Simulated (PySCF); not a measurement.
C₇H₁₁B

The calculation's input:

```
{"job": {"kind": "nmr", "xc": "PBE0", "basis": "pcSseg-1"}, "charge": 0, "multiplicity": 1}
B      2.005832    -1.068082    -0.082599
C      1.075744     0.191622    -0.097170
C     -0.059672     0.282725    -1.137454
C     -0.739143     1.559588    -0.719088
C     -0.639199     1.650284     0.600585
C      0.112809     0.437931     1.082760
C     -0.856993    -0.751744     0.893653
C     -0.983380    -0.853112    -0.637823
H      2.294827    -1.596408    -1.085366
H      2.456459    -1.454301     0.925288
H      1.749627     1.053905    -0.209240
H      0.217355     0.204195    -2.185970
H     -1.261461     2.212698    -1.394639
H     -1.062148     2.394748     1.250774
H      0.548474     0.505296     2.076843
H     -0.420294    -1.658416     1.312205
H     -1.815158    -0.571399     1.380419
H     -0.624859    -1.816387    -1.000246
H     -2.008624    -0.713893    -0.980392
```

Launched as:

```sh
OMP_NUM_THREADS=1 python probes_run.py task.json out
```

Geometry: GFN2-xTB.

The calculation used PySCF, PBE0/pcSseg-1, SCF density, gas phase, non-relativistic.

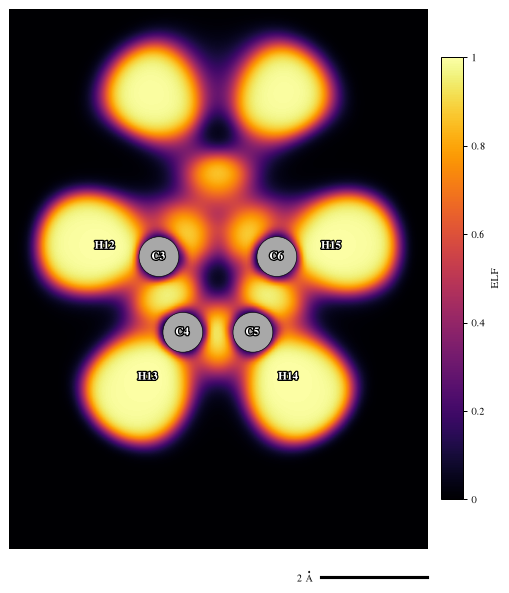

Figure 1. Electron localisation function on the plane of atoms C4, C5 and H14. Grey discs cover the atomic cores.

> Interpret the plot.

Atoms in the plane: C and H. C–C (1.33 Å): the ELF peaks at about 0.95 between the atoms; a short, multiple covalent bond. C–H (1.08 Å): the ELF climbs to about 1 towards the hydrogen, as it does in any bond to H; a covalent bond by its length. C–C (1.51 Å): the ELF peaks at about 0.95 between the atoms (localised, covalent bonding).

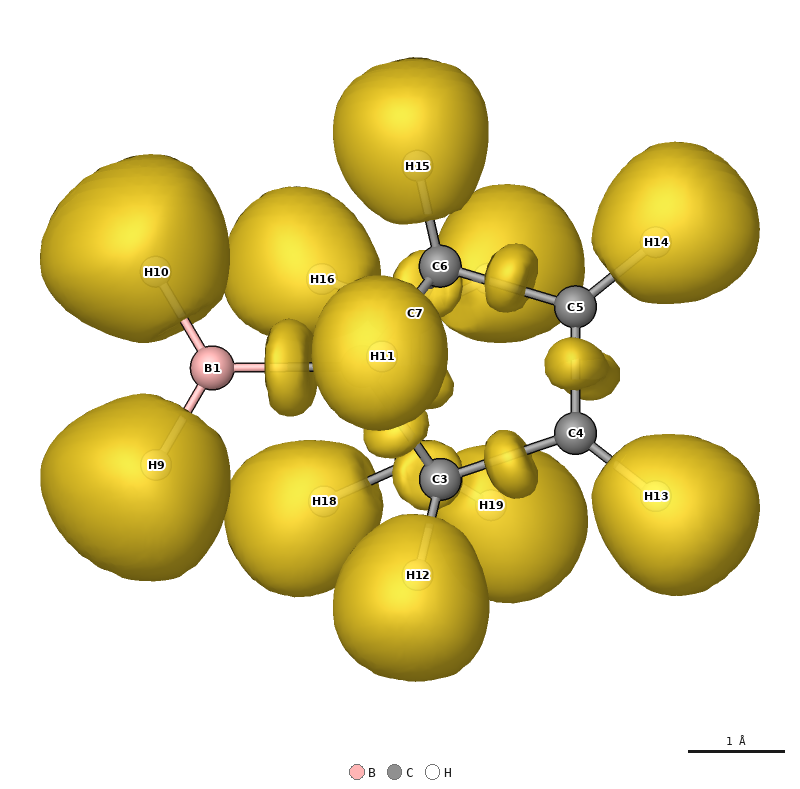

Figure 2. Isosurface of the ELF at 0.85 (yellow), seen across its widest extent. Core shells and regions of very low density are left out.

> Identify the bonds, lone pairs and shells in this picture.

At this value the surface marks out one region between bonded B–C atoms (shared pairs), eight regions between bonded C–C atoms (shared pairs) and eleven regions around hydrogen nuclei. Along the contacts the grid gives the following. C–B (1.57 Å): the ELF peaks at about 1 between the atoms (a covalent bond).

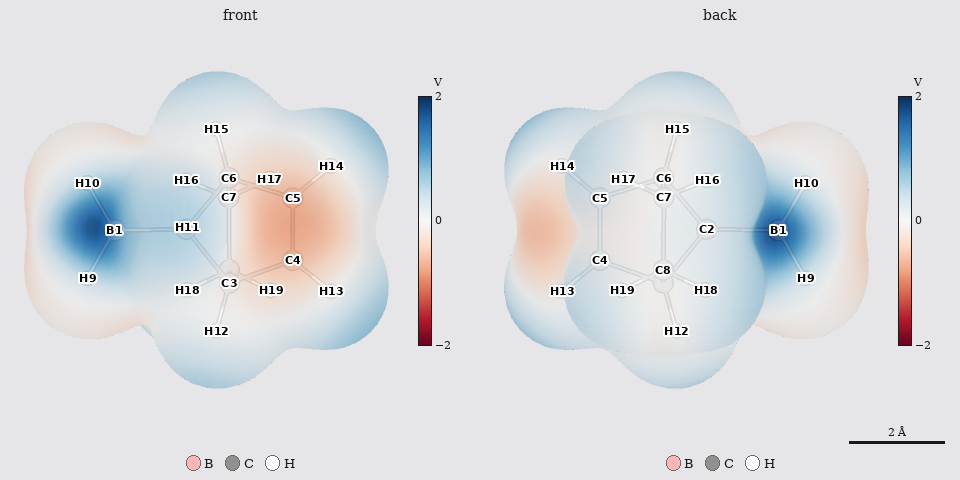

Figure 3. The electrostatic potential painted on the density surface at 0.002 e/bohr³, seen from the front and from behind; red is negative and blue positive.

> Which sites attract a positive test charge, and which a negative one?

A positive charge is drawn to the negative regions and a negative charge to the positive ones. The most negative region (about −0.8 V, or −18 kcal/mol for a unit charge) lies over the π face of C4 and C5, the most positive (about +1.7 V, or +39 kcal/mol for a unit charge) over B1.

> How polar is the molecule by this calculation?

Its dipole moment is 0.35 D.
